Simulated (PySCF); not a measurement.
## Two runs on BCl

System: BCl.
Method of the first run: TDDFT PBE0/def2-SVP, vertical, gas phase, core orbitals frozen in the response (PySCF 2.14.0).

The geometry comes from this level: PBE0-D3(BJ)/def2-SVP. Text and figures count atoms from 1; the logs count them from 0 in places.

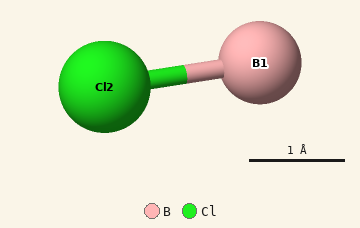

**Figure 1.** The structure (ball-and-stick view, seen at an oblique angle; atoms are numbered from 1 in the order of the input). Bond lengths as drawn: B–Cl 1.72 Å.

**The input, the first run**
```
{"job": {"kind": "uv", "xc": "PBE0", "basis": "def2-SVP"}, "charge": 0, "multiplicity": 1}
B      0.883217    -0.085780     0.008674
Cl    -0.833497    -0.001930    -0.030894
```

The first line tells a small driver script what to run in PySCF; the rest is the geometry in Å.

Launched with:
```bash
OMP_NUM_THREADS=1 python <driver script> task.json out
```

Hardware: 1 CPU thread, shared host.

**Output (the first run)**
```
coarse grid: 2712 points
cycle   1  E = -484.5679535657  dE =  8.113e-02  |g| = 1.592e-01  |ddm| = 1.402e+00
cycle   2  E = -484.5605381574  dE =  7.415e-03  |g| = 2.214e-01  |ddm| = 4.100e-01
cycle   3  E = -484.5762972244  dE = -1.576e-02  |g| = 1.244e-02  |ddm| = 2.598e-01
cycle   4  E = -484.5763544792  dE = -5.725e-05  |g| = 1.257e-03  |ddm| = 1.737e-02
cycle   5  E = -484.5763550867  dE = -6.074e-07  |g| = 4.694e-04  |ddm| = 3.136e-03
final grid: 22960 points
cycle   6  E = -484.6255697486  dE = -4.376e-06  |g| = 1.109e-03  |ddm| = 7.253e-03
cycle   7  E = -484.6255698754  dE = -1.268e-07  |g| = 8.792e-04  |ddm| = 2.843e-03
cycle   8  E = -484.6255700562  dE = -1.808e-07  |g| = 2.326e-04  |ddm| = 1.172e-03
cycle   9  E = -484.6255700762  dE = -2.000e-08  |g| = 2.507e-05  |ddm| = 3.237e-04
cycle  10  E = -484.6255700764  dE = -2.200e-10  |g| = 5.678e-06  |ddm| = 3.698e-05
converged SCF energy = -484.6255700764

Static polarisability (au): isotropic 25.467, principal 21.898 21.898 32.605

Singlet excitations
state   eV       nm        f      main configurations
  1   4.4798    276.8   0.08150   H->L+1 0.84, H->L 0.15
  2   4.4798    276.8   0.08150   H->L 0.84, H->L+1 0.15
  3   7.3044    169.7   0.00000   H-1->L 0.46, H-2->L+1 0.46
  4   7.4667    166.0   0.00000   H-2->L+1 0.50, H-1->L 0.50
  5   7.4667    166.0   0.00000   H-1->L+1 0.50, H-2->L 0.50
  6   8.6938    142.6   0.00394   H->L+2 0.31, H-2->L 0.30, H-1->L+1 0.30
  7  10.2272    121.2   0.00510   H->L+3 0.86, H->L+2 0.12
  8  10.5646    117.4   1.26050   H->L+2 0.56, H-2->L 0.14, H-1->L+1 0.14
  9  11.2390    110.3   0.13183   H-3->L+1 0.76, H-3->L 0.22
 10  11.2390    110.3   0.13183   H-3->L 0.76, H-3->L+1 0.22

Triplet excitations (Tamm-Dancoff, eV): 2.0691 2.0691 6.6288 6.8974
```

For the second run the input was changed thus:
```diff
-"basis": "def2-SVP"
+"basis": "6-31+G*"
```

What does this change do to the results?

The total energy of the second run is 92.3 kcal/mol lower, which measures the change of basis and not a stability. The HOMO goes from −7.33 to −7.52 eV. The LUMO goes from −1.77 to −1.88 eV. The dipole moment goes from 1.77 to 1.36 D. The lowest excitation goes from 4.48 to 4.57 eV. The strongest computed line goes from 10.56 to 7.59 eV. The number of SCF iterations is the same. The basis functions go from 32 to 40.

**Output (the second run)**
```
coarse grid: 2712 points
cycle   1  E = -484.7802249027  dE =  1.092e-01  |g| = 1.617e-01  |ddm| = 1.303e+00
cycle   2  E = -484.7718786352  dE =  8.346e-03  |g| = 2.275e-01  |ddm| = 4.435e-01
cycle   3  E = -484.7890672307  dE = -1.719e-02  |g| = 1.213e-02  |ddm| = 2.857e-01
cycle   4  E = -484.7891252749  dE = -5.804e-05  |g| = 9.485e-04  |ddm| = 2.557e-02
cycle   5  E = -484.7891257947  dE = -5.199e-07  |g| = 1.589e-04  |ddm| = 2.390e-03
final grid: 22960 points
cycle   6  E = -484.7727044449  dE = -3.918e-06  |g| = 1.236e-03  |ddm| = 1.073e-02
cycle   7  E = -484.7727048183  dE = -3.734e-07  |g| = 7.945e-04  |ddm| = 3.295e-03
cycle   8  E = -484.7727050204  dE = -2.020e-07  |g| = 1.361e-04  |ddm| = 1.228e-03
cycle   9  E = -484.7727050251  dE = -4.727e-09  |g| = 4.842e-05  |ddm| = 2.078e-04
cycle  10  E = -484.7727050259  dE = -8.301e-10  |g| = 4.136e-06  |ddm| = 7.464e-05
converged SCF energy = -484.7727050259

Static polarisability (au): isotropic 29.327, principal 24.250 24.250 39.481

Singlet excitations
state   eV       nm        f      main configurations
  1   4.5747    271.0   0.08889   H->L 0.98
  2   4.5747    271.0   0.08889   H->L+1 0.98
  3   7.0238    176.5   0.04267   H->L+2 0.96
  4   7.2770    170.4   0.00000   H-1->L 0.49, H-2->L+1 0.49
  5   7.4226    167.0   0.00000   H-2->L+1 0.49, H-1->L 0.49
  6   7.4226    167.0   0.00000   H-1->L+1 0.49, H-2->L 0.49
  7   7.5908    163.3   0.27516   H->L+3 0.96
  8   7.8091    158.8   0.07176   H->L+4 0.99
  9   7.8091    158.8   0.07175   H->L+5 0.99
 10   8.3945    147.7   0.07594   H->L+6 0.67, H-2->L 0.13, H-1->L+1 0.13

Triplet excitations (Tamm-Dancoff, eV): 2.1546 2.1546 6.5301 6.6446
```

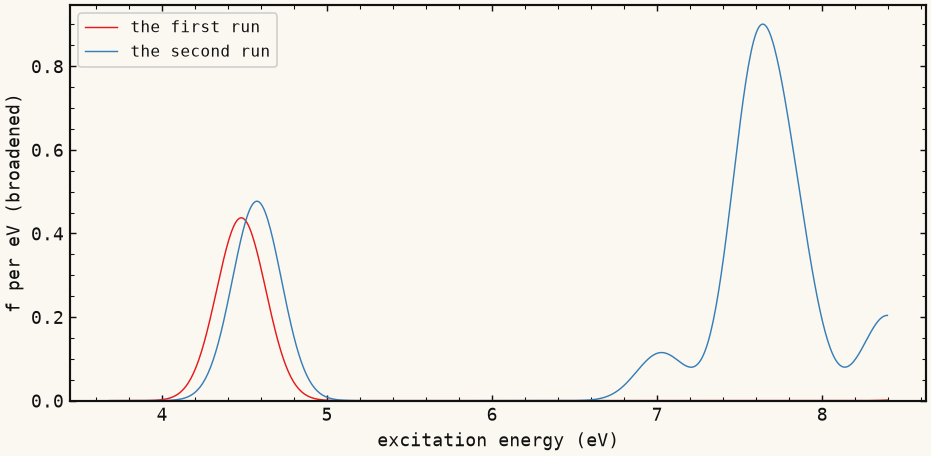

**Figure 2.** Absorption of the two runs from their computed states, each broadened by a Gaussian of 0.35 eV full width; the range ends where the shorter list of states ends.

**The two runs side by side**

```csv
quantity,the first run,the second run
outcome,converged,converged
total energy (hartree),−484.625570,−484.772705
HOMO (eV),−7.33,−7.52
LUMO (eV),−1.77,−1.88
dipole moment (D),1.77,1.36
lowest excitation (eV),4.48,4.57
SCF iterations,10,10
strongest computed line (eV),10.56,7.59
basis functions,32,40
```
